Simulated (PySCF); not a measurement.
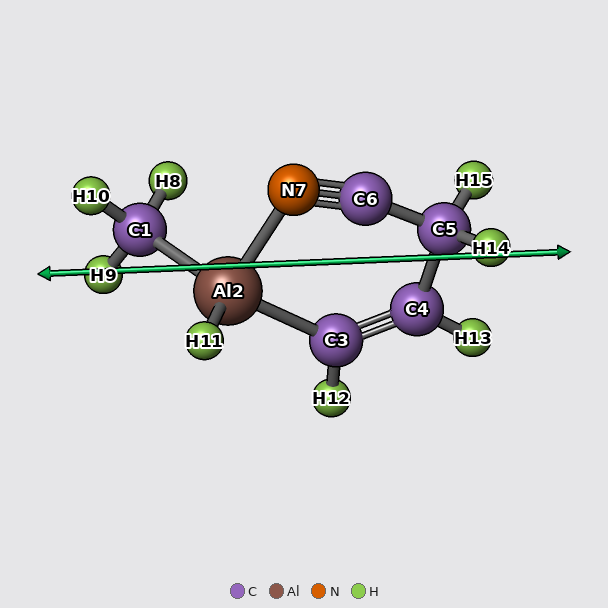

The double arrow shows the direction of the transition dipole to excited singlet state 7 (its length means nothing). Computed geometry: GFN2-xTB optimisation. No frequency run is at hand to confirm it as a minimum. Properties computed with TDDFT ωB97X-D/def2-SVPD, vertical, gas phase, core orbitals frozen in the response (PySCF 2.14.0).

Question: How is the transition polarised?

Answer: Close to the long direction C1···C5.

Question: Where does the transition lie, and how strong is it?

Answer: 6.73 eV (184 nm), oscillator strength 0.23, mainly HOMO → LUMO+2 (weight 0.74); transition dipole 3.01 D.

The geometry is semi-empirical. Around Al such bond lengths and angles can be off by a tenth of an ångström or more and by several degrees, and values that hang on the shape move with them.
